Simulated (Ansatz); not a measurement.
## Frozen-phonon scan for Nb (bcc, W type)

Relaxed Nb (bcc, W type):

```
Nb
1.0
   -3.30962     3.30962     3.30962
    1.65481    -1.65481     1.65481
    1.65481     1.65481    -1.65481
Nb
2
Direct
  0.00000   0.00000   0.00000
  0.50000   0.00000   0.00000
```

The atoms are displaced by Q × the pattern below (from a DFPT mode at N = (0.5, 0.0, 0.0), largest move 1; Q in Å), at fixed cell. (q is in reciprocal vectors of the primitive cell; the cell shown is doubled to hold the pattern.)

```csv
atom,x,y,z
Nb1,1.000,0.000,0.000
Nb2,-1.000,0.000,0.000
```

Method: PBE (plane waves to 420 eV, PAW, scalar-relativistic; Ansatz, a first-principles code). k mesh 10×20×20 (Γ-centred), Fermi-Dirac smearing 0.05 eV. The energy includes the smearing's −TS. With partly filled bands, energies and forces of such displacements shift with the k mesh and the smearing. Nb is run without spin polarisation. Nb was relaxed with its symmetry unable to fall. ΔE is measured from the undisplaced structure.

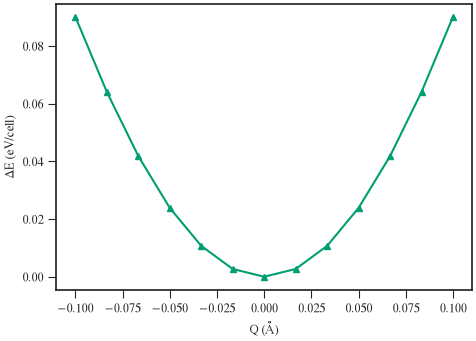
Figure: ΔE (eV/cell) against Q (Å); computed points joined by lines.

The energy at Q = 0.100 Å is 90 meV/cell. Symmetry of the curve: even: the same for both signs. Space group of the distorted cell: Cmcm (No. 63), lowered from Im-3m. Shape of the curve: a single well with its minimum at or next to zero displacement. Harmonic wavenumber from the curvature (finite differences): 168 cm⁻¹.

E″ = 19.40 eV/Å², M = Σ mᵢ|uᵢ|² = 185.8 u, ν̃ = 521.5·√(|E″|/M).

(A displaced cell: forces are minus the slopes of the energy, force constants its curvatures, and phonons follow from these.)
